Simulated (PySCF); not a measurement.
# CH6AsB: electronic excitations and core binding energies

Aim: predict the electronic excitations and core binding energies of CH6AsB (`B[AsH]C`).

The runs use PySCF 2.14.0, with density-fitted response routines of our own; the level of theory stands in each step. All values are computed, except where a source is named. Atoms count from 0, in the outputs and in this text.

### Step 1. The molecule as given

9 atoms, charge 0, multiplicity 1; geometry from: GFN2-xTB.

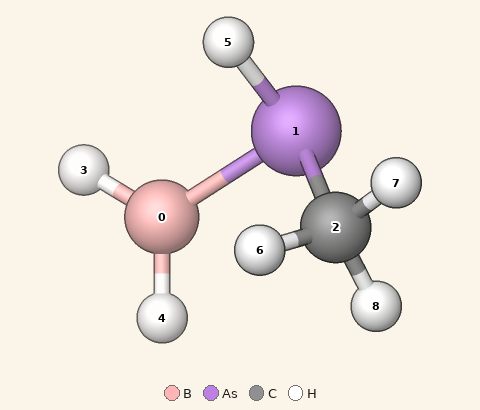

As it starts; boron pink, arsenic purple, carbon grey, hydrogen white, atoms numbered.

### Step 2. Ultraviolet spectrum: PBE0/def2-SVPD

Job settings and geometry (Å):

```
{"job": {"kind": "uv", "xc": "PBE0", "basis": "def2-SVPD", "nstates": 8, "ntriplets": 3}, "charge": 0, "multiplicity": 1}
B      1.644635     0.317589    -0.176751
As     0.190854     0.040233     1.132551
C     -1.254571    -0.546103    -0.100075
H      2.437202     1.168376    -0.037910
H      1.810601    -0.441323    -1.054915
H     -0.231792     1.482606     1.205380
H     -1.309395     0.082025    -0.987181
H     -2.219314    -0.526528     0.405590
H     -1.054658    -1.570880    -0.411867
```

Method: TDDFT PBE0/def2-SVPD, vertical, gas phase, core orbitals frozen in the response.

Run with:

```sh
OMP_NUM_THREADS=1 python probes_run.py task.json out
```

One launch serves the whole session: the jobs run in the order shown.

Output:

```text
coarse grid: 32528 points
cycle   1  E = -2301.7047691899  dE = -7.879e-01  |g| = 2.765e-01  |ddm| = 3.465e+00
cycle   2  E = -2301.7029698749  dE =  1.799e-03  |g| = 2.844e-01  |ddm| = 6.479e-01
cycle   3  E = -2301.7213167395  dE = -1.835e-02  |g| = 4.019e-02  |ddm| = 3.126e-01
cycle   4  E = -2301.7218218787  dE = -5.051e-04  |g| = 8.772e-03  |ddm| = 6.450e-02
cycle   5  E = -2301.7218456720  dE = -2.379e-05  |g| = 2.713e-03  |ddm| = 1.659e-02
cycle   6  E = -2301.7218482726  dE = -2.601e-06  |g| = 6.769e-04  |ddm| = 5.247e-03
final grid: 67728 points
cycle   7  E = -2301.7218270172  dE =  6.825e-08  |g| = 8.852e-04  |ddm| = 3.733e-03
cycle   8  E = -2301.7218268193  dE =  1.980e-07  |g| = 1.190e-03  |ddm| = 3.380e-03
cycle   9  E = -2301.7218273095  dE = -4.902e-07  |g| = 5.036e-05  |ddm| = 1.874e-03
cycle  10  E = -2301.7218273101  dE = -6.103e-10  |g| = 9.011e-06  |ddm| = 7.865e-05
converged SCF energy = -2301.7218273101

Static polarisability (au): isotropic 61.519, principal 50.833 60.573 73.151

Singlet excitations
state   eV       nm        f      main configurations
  1   4.1410    299.4   0.05417   H->L 0.93
  2   5.5608    223.0   0.04212   H-1->L 0.91
  3   5.7524    215.5   0.01578   H-2->L 0.87
  4   6.1802    200.6   0.03426   H->L+1 0.96
  5   6.7717    183.1   0.08275   H->L+2 0.93
  6   6.9401    178.6   0.00768   H-3->L 0.88
  7   7.4014    167.5   0.15477   H->L+3 0.71, H->L+4 0.21
  8   7.5465    164.3   0.03724   H->L+4 0.74, H->L+3 0.22

Triplet excitations (Tamm-Dancoff, eV): 3.0671 4.8800 5.0176
```

It took 12 s on 1 thread of Arm Neoverse V1, shared host; peak memory 0.52 GiB.

Frontier orbitals and where they lie:

| orbital | eV | atoms |
| --- | --- | --- |
| HOMO−3 | -10.39 | B0 30 %, C2 15 %, As1 15 % |
| HOMO−2 | -9.21 | As1 26 %, B0 23 %, H5 20 % |
| HOMO−1 | -8.93 | As1 31 %, C2 24 %, B0 24 % |
| HOMO | -7.10 | As1 59 %, B0 18 %, C2 10 % |
| LUMO | -1.87 | B0 54 %, As1 18 %, H4 10 % |
| LUMO+1 | 0.31 | As1 33 %, C2 18 %, B0 17 % |
| LUMO+2 | 0.83 | B0 43 %, As1 23 %, C2 9 % |

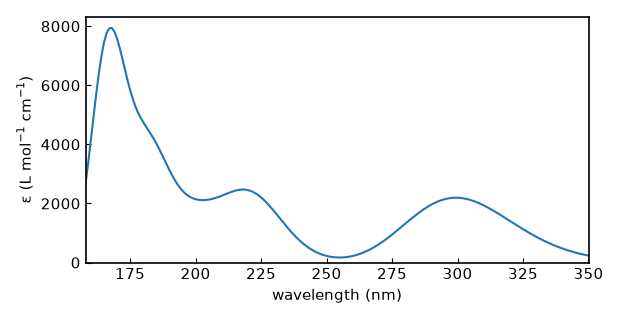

Absorption spectrum: each of the 8 states is a Gaussian band of 0.4 eV half-width at 1/e. Beyond the last state computed it falls off for lack of states.

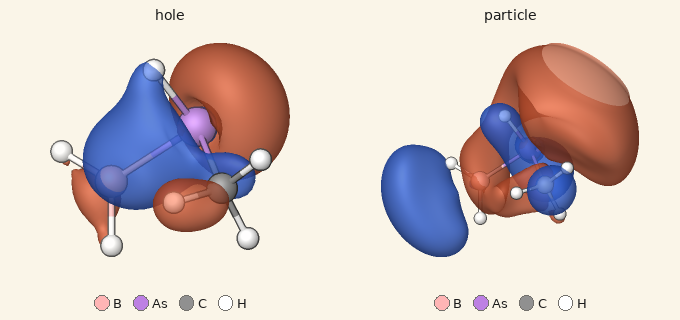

Leading natural transition orbitals of singlet state 7: the electron leaves the hole (left) for the particle orbital (right).

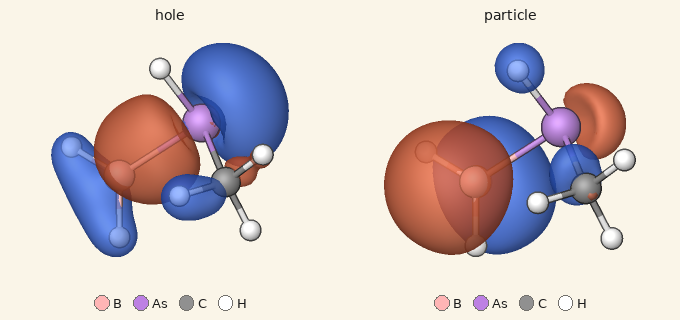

Leading natural transition orbitals of singlet state 1: the electron leaves the hole (left) for the particle orbital (right).

Ground-state properties from the same run:

```csv
property,computed
dipole moment (D),1.01
polarisability (Å³),9.12
HOMO–LUMO gap (eV),5.23
−ε(HOMO) (eV),7.10
```

The fields below are evaluated on a grid from the run's orbitals.

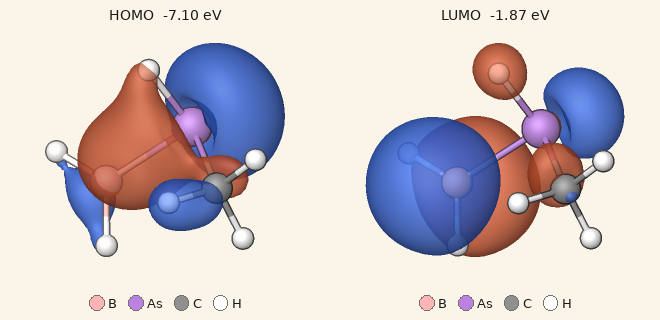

PBE0/def2-SVPD orbitals near the gap, drawn at the value that encloses 70 % of each; the two colours are the two signs.

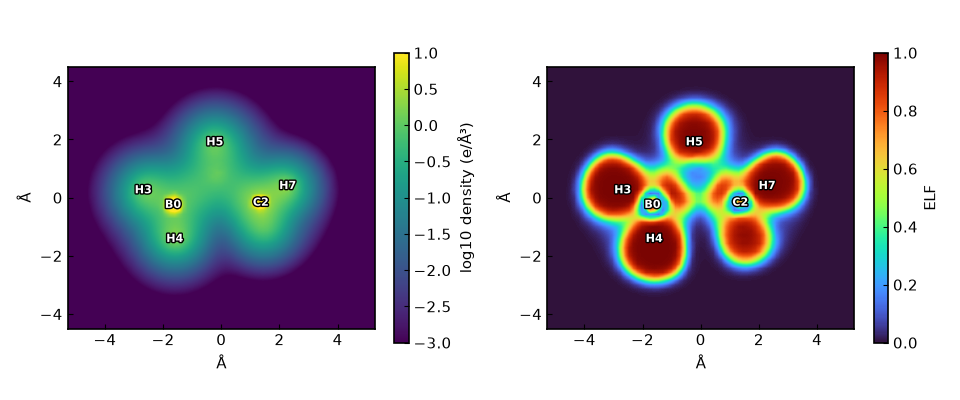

Density (left) and ELF (right) in a plane through or near 6 of the atoms.

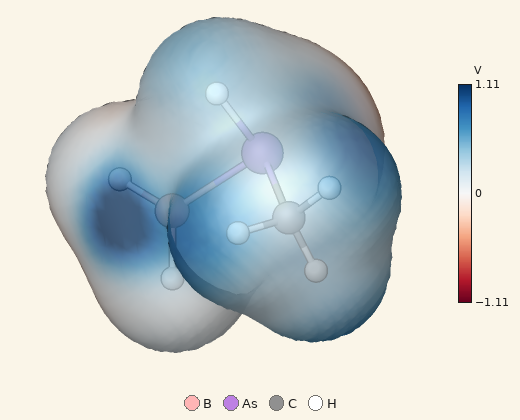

Electrostatic potential on the surface of density 0.002 e/bohr³; red is low, blue high. It runs from -0.60 V near As1 to 1.11 V near B0.

### Step 3. Core-electron binding energies: SCAN, X2C

Same as in step 2 but for these lines:

```diff
@@ -1,2 +1,2 @@
-{"job": {"kind": "uv", "xc": "PBE0", "basis": "def2-SVPD", "nstates": 8, "ntriplets": 3}, "charge": 0, "multiplicity": 1}
+{"job": {"kind": "xps"}, "charge": 0, "multiplicity": 1}
 B      1.644635     0.317589    -0.176751
```

Method: delta-SCF UKS SCAN, pcX-2 on the ionised atom, pcseg-1 elsewhere, spin-free X2C.

Output:

```text
ground state, core basis on atom 0 (B), 116 functions
  cycle   1  E = -2321.89334656  |g| = 3.26e-01
  cycle   2  E = -2321.86859838  |g| = 4.32e-01
  cycle   3  E = -2321.92436473  |g| = 5.49e-02
  cycle   4  E = -2321.92543752  |g| = 1.72e-02
  cycle   5  E = -2321.92552949  |g| = 4.92e-03
  cycle   6  E = -2321.92553799  |g| = 2.02e-03
  cycle   7  E = -2321.92553927  |g| = 8.05e-04
  cycle   8  E = -2321.92554170  |g| = 1.61e-04
  E(ground) = -2321.83016587 Eh
hole in B 1s of atom 0
  cycle   1  E = -2314.30529905  |g| = 1.15e+00
  cycle   2  E = -2312.72385414  |g| = 1.84e+00
  cycle   3  E = -2314.51514859  |g| = 5.15e-01
  cycle   4  E = -2314.54743553  |g| = 4.90e-01
  cycle   5  E = -2314.73559107  |g| = 6.06e-02
  cycle   6  E = -2314.73707400  |g| = 7.22e-02
  cycle   7  E = -2314.74070458  |g| = 4.06e-02
  cycle   8  E = -2314.74201839  |g| = 3.51e-02
  cycle   9  E = -2314.74322313  |g| = 2.77e-02
  cycle  10  E = -2314.74380152  |g| = 1.67e-02
  cycle  11  E = -2314.74401483  |g| = 3.51e-03
  cycle  12  E = -2314.74402837  |g| = 9.52e-04
  cycle  13  E = -2314.74402933  |g| = 6.16e-04
  cycle  14  E = -2314.74402978  |g| = 2.09e-04
  E(ion) = -2314.64827228 Eh   <S^2> = 1.2324   hole on atom = 1.000   binding energy = 195.429 eV
ground state, core basis on atom 2 (C), 116 functions
  cycle   1  E = -2321.93518672  |g| = 5.71e-02
  cycle   2  E = -2321.93505917  |g| = 2.46e-02
  cycle   3  E = -2321.93500803  |g| = 2.69e-02
  cycle   4  E = -2321.93527863  |g| = 1.42e-03
  cycle   5  E = -2321.93527886  |g| = 3.41e-04
  E(ground) = -2321.83788163 Eh
hole in C 1s of atom 2
  cycle   1  E = -2310.68292371  |g| = 1.50e+00
  cycle   2  E = -2309.98316494  |g| = 1.81e+00
  cycle   3  E = -2311.20818519  |g| = 3.36e-01
  cycle   4  E = -2311.25272359  |g| = 1.04e-01
  cycle   5  E = -2311.25869477  |g| = 3.51e-02
  cycle   6  E = -2311.25953592  |g| = 1.18e-02
  cycle   7  E = -2311.25964151  |g| = 3.74e-03
  cycle   8  E = -2311.25965647  |g| = 9.75e-04
  cycle   9  E = -2311.25965733  |g| = 4.65e-04
  E(ion) = -2311.16179184 Eh   <S^2> = 0.7707   hole on atom = 1.000   binding energy = 290.511 eV
```

Run time: 8.2 s. Hardware: 1 thread of Arm Neoverse V1, shared host; peak memory 0.37 GiB.

Binding energies by hole, beside the orbital energy of the ground state; the difference holds orbital relaxation and, for a density functional, its self-interaction error:

```csv
hole,stands for,environment,ΔSCF (eV),−ε (eV),⟨S²⟩
B1s on B0,B0,"boron bonded to As, 2 H",195.43 (doubtful),180.4,1.232
C1s on C2,C2,methyl carbon bonded to As,290.51,273.9,0.771
```

Doubtful: the ion did not converge, its hole moved, or its ⟨S²⟩ is well above 0.75.

### Step 4. Results

| quantity | value |
| --- | --- |
| lowest singlet (PBE0/def2-SVPD) | 4.14 eV (299 nm), f = 0.054 |
| brightest single state of those computed | state 7, 7.40 eV, f = 0.155 |
| lowest triplet | 3.07 eV |
| surface potential, least and greatest | -0.60 V and 1.11 V |
| C1s binding energies, SCAN/pcX-2 | C2 290.51 eV |

**Reading.** The first singlet state (HOMO→LUMO 0.93) lies at 4.14 eV and is bright; of the 8 states computed, the strongest absorption comes from state 7 at 7.40 eV. The lowest triplet lies 1.07 eV below the lowest singlet (triplets in Tamm-Dancoff, singlets in full TDDFT). States above −ε(HOMO) lie where TDDFT describes them poorly and they hang on the basis; the brightest is among them. At PBE0/def2-SVPD, counted by nearest atom on the grid, the HOMO lies on As1 60 %; B0 16 %, the LUMO on B0 51 %; H3, H4 about 13 % each.
